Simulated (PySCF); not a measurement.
Consider C3H11NSSi3.

Input

```
{"job": {"kind": "nmr", "xc": "PBE0", "basis": "pcSseg-1"}, "charge": 0, "multiplicity": 1}
N     -4.318956     1.531803     1.232929
C     -4.088065     0.624386     0.573010
Si    -3.647511    -0.835856    -0.503931
S     -1.549148    -1.194507    -0.324944
Si    -0.642804     0.722322    -0.784104
C      1.225848     0.408747    -0.782199
C      1.736619    -0.117686     0.561143
Si     3.610154    -0.445711     0.547263
H     -4.002203    -0.457601    -1.867041
H     -4.287262    -2.025382     0.027700
H     -1.149445     1.123789    -2.094903
H     -1.068029     1.650229     0.257513
H      1.741152     1.338166    -1.031210
H      1.480428    -0.305546    -1.568204
H      1.202866    -1.037657     0.806950
H      1.490574     0.599771     1.346683
H      4.309713     0.805117     0.238542
H      4.028643    -0.938686     1.859241
H      3.917623    -1.436448    -0.486738
```

Run with:

```sh
OMP_NUM_THREADS=1 python probes_run.py task.json out
```

Geometry: GFN2-xTB.

The calculation used PySCF, PBE0/pcSseg-1, SCF density, gas phase, non-relativistic.

> What can the converged electron density and electron localisation function tell about the bonding?

C–Si (1.89 Å): the density is about 0.93 e/Å³ at the midpoint; the ELF peaks at about 0.95 between the atoms, as expected for a covalent bond.
Si–S (2.14 Å): ρ is about 0.83 e/Å³ halfway; the ELF peaks at about 0.90 between the atoms (a covalent bond).
C–H (1.09 Å): ρ is about 1.9 e/Å³ halfway; the ELF climbs to about 1 towards the hydrogen, as it does in any bond to H; a covalent bond by its length.
Si–H (1.45 Å): the density is about 0.85 e/Å³ at the midpoint; the ELF climbs to about 1 towards the hydrogen.

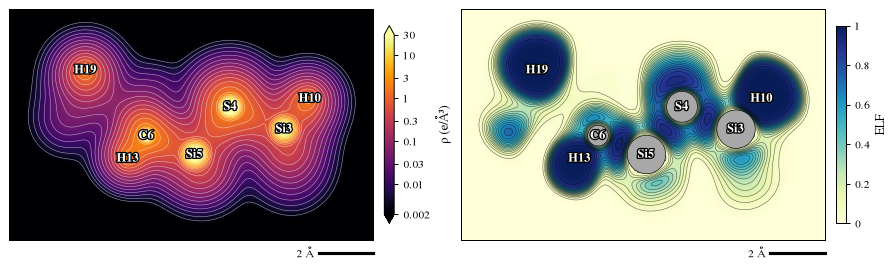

Computed electron density and electron localisation function on the plane of atoms S4, Si5 and C6, in this order. Grey discs cover the atomic cores in the ELF map. 
